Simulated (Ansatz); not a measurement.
The starting structures come from a database of crystals and need not be the phases stable at ambient conditions.

 Where the default PAW files enter, the runs use the earlier of Ansatz's two default sets.

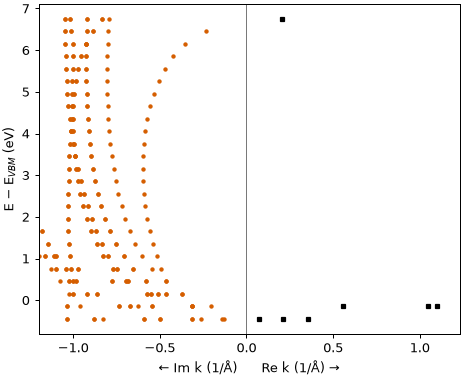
Figure: Complex bands at the centre of the two-dimensional zone; r2SCAN run with Ansatz (a first-principles code)

No gap correction and no spin-orbit coupling; mid-gap values are interpolated between computed energies.

Q: This is LiAsF6 (R-3, not sure to be the ambient phase, 8 atoms a cell, 11.2 Å³ an atom) along the normal of (110). Read off the slowest decay at the centre of the two-dimensional zone at 3.45 eV, the computed energy nearest the middle of the gap.

A: κ ≈ 0.60 1/Å, a decay length 1/(2κ) of the density of 0.84 Å.
